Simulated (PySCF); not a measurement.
# C3H16Si4 (SMILES [SiH3]C[SiH2]C[SiH2]C[SiH3]): what the fields show

| atom | x (Å) | y (Å) | z (Å) |
| --- | --- | --- | --- |
| Si | -4.0966 | 0.1113 | -0.4269 |
| C | -2.8449 | 1.1729 | 0.5235 |
| Si | -1.1722 | 0.3536 | 0.9107 |
| C | -0.3534 | -0.2369 | -0.6952 |
| Si | 1.3703 | -1.0149 | -0.5155 |
| C | 2.5700 | 0.2271 | 0.2717 |
| Si | 4.3655 | -0.3610 | 0.4247 |
| H | -5.3559 | 0.8504 | -0.5741 |
| H | -3.5911 | -0.2015 | -1.7663 |
| H | -4.3538 | -1.1352 | 0.2988 |
| H | -3.2967 | 1.4870 | 1.4645 |
| H | -2.6671 | 2.0891 | -0.0410 |
| H | -1.3741 | -0.7826 | 1.8203 |
| H | -0.3229 | 1.3461 | 1.5923 |
| H | -0.2916 | 0.6020 | -1.3894 |
| H | -1.0094 | -0.9671 | -1.1687 |
| H | 1.8642 | -1.3985 | -1.8487 |
| H | 1.2825 | -2.2220 | 0.3160 |
| H | 2.1991 | 0.4849 | 1.2640 |
| H | 2.5513 | 1.1527 | -0.3048 |
| H | 5.1805 | 0.6910 | 1.0443 |
| H | 4.9131 | -0.6578 | -0.9009 |
| H | 4.4287 | -1.5636 | 1.2568 |

Geometry: GFN2-xTB.

These are results of PBE0/pcSseg-1, SCF density, gas phase, non-relativistic (PySCF), not measurements.

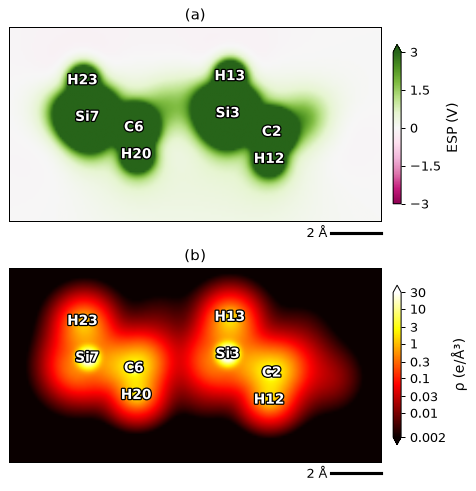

Figure 1. (a) electrostatic potential; (b) electron density on the plane of atoms C2, Si3 and H13.

**Read the bonding off the picture.**

- The plane passes through C, Si and H nuclei.
- C–Si (1.90 Å): the density is about 0.9 e/Å³ at the midpoint.
- C–H (1.09 Å): ρ is about 1.9 e/Å³ halfway.
- Si–H (1.46 Å): ρ at the midpoint is about 0.8 e/Å³.
- The potential has no marked negative region in this plane.

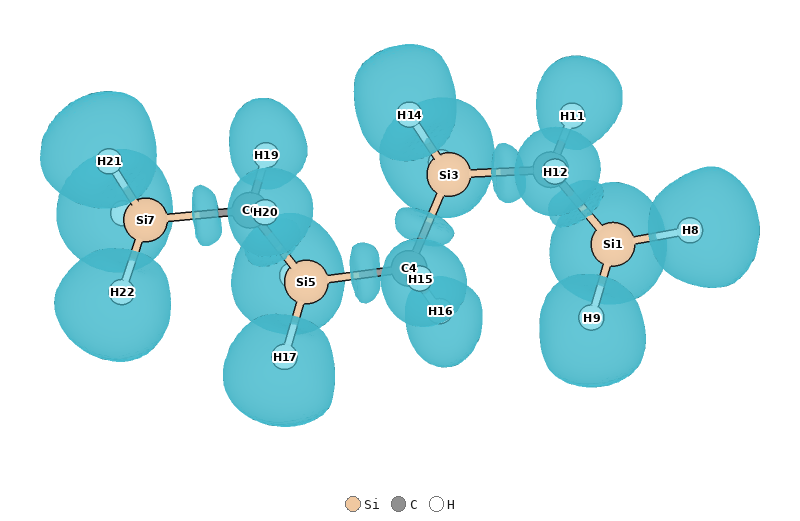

Figure 2. Isosurface of the electron localisation function at 0.85 (cyan), seen at a tilt. Core shells and regions of very low density are left out.

**Where are the electrons localised?**

At this value the surface marks out six regions between bonded C–Si atoms (shared pairs) and 16 regions around hydrogen nuclei. Along the contacts the grid gives the following. C–Si (1.90 Å): the ELF peaks at about 0.95 between the atoms: localised, covalent bonding. C–H (1.09 Å): the ELF climbs to about 1 towards the hydrogen, as it does in any bond to H: an ordinary covalent bond to hydrogen.

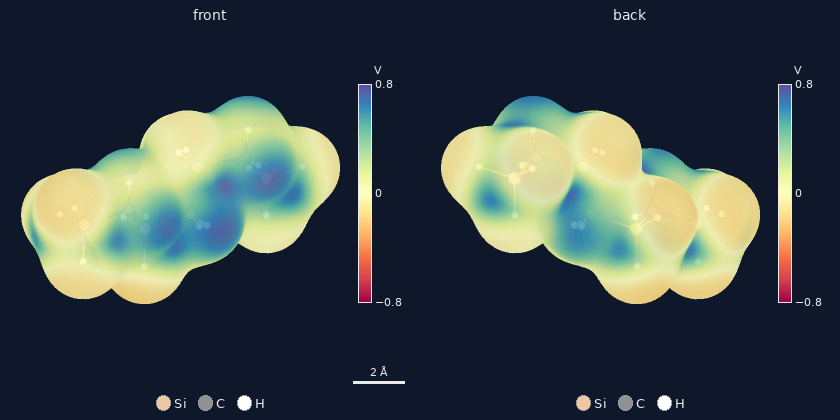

Figure 3. The electrostatic potential painted on the density surface at 0.001 e/bohr³, seen from the front and from behind; the colour scale runs from red (negative) to blue (positive).

**Describe the electrostatic potential map.**

The most negative region (about −0.2 V) lies over the H atoms, the most positive (about +0.7 V, or +16 kcal/mol for a unit charge) over the H and Si atoms.
